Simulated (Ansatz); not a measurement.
BiP6 (space group Fm-3m, No. 225). Coordinates: the end point of a relaxation with Ansatz 0.2.0, DFT PBE, scalar-relativistic, plane waves, PAW; the starting structure was generated, so it need not be a known form of this composition.

```xyz
28
Lattice="9.2636 0.0000 0.0000 0.0000 9.2636 0.0000 0.0000 0.0000 9.2636" Properties=species:S:1:pos:R:3 pbc="T T T"
Bi    0.0000    0.0000    0.0000
P     2.9131    0.0000    0.0000
P     6.3505    0.0000    0.0000
P     4.6318    7.5450    0.0000
P     4.6318    1.7187    0.0000
P     4.6318    0.0000    7.5450
P     0.0000    0.0000    6.3505
Bi    0.0000    4.6318    4.6318
P     2.9131    4.6318    4.6318
P     6.3505    4.6318    4.6318
P     4.6318    2.9131    4.6318
P     4.6318    6.3505    4.6318
P     4.6318    4.6318    2.9131
P     0.0000    4.6318    1.7187
Bi    4.6318    0.0000    4.6318
P     7.5450    0.0000    4.6318
P     1.7187    0.0000    4.6318
P     0.0000    7.5450    4.6318
P     0.0000    1.7187    4.6318
P     0.0000    0.0000    2.9131
P     4.6318    0.0000    1.7187
Bi    4.6318    4.6318    0.0000
P     7.5450    4.6318    0.0000
P     1.7187    4.6318    0.0000
P     0.0000    2.9131    0.0000
P     0.0000    6.3505    0.0000
P     0.0000    4.6318    7.5450
P     4.6318    4.6318    6.3505
```

Describe how the polyhedra about Bi are linked (bonds: Bi–P below 3.3 Å).

Bi: BiP6 octahedron. The octahedra are isolated from each other.

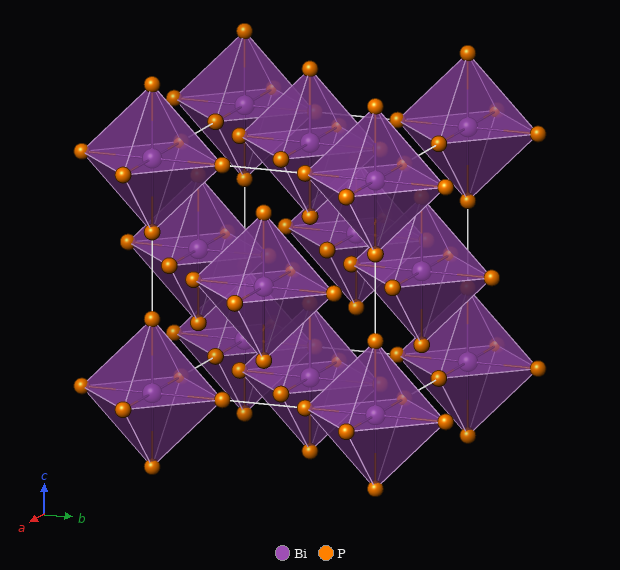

Polyhedra are drawn about Bi (bonds: Bi–P below 3.3 Å); other atoms are plain spheres.
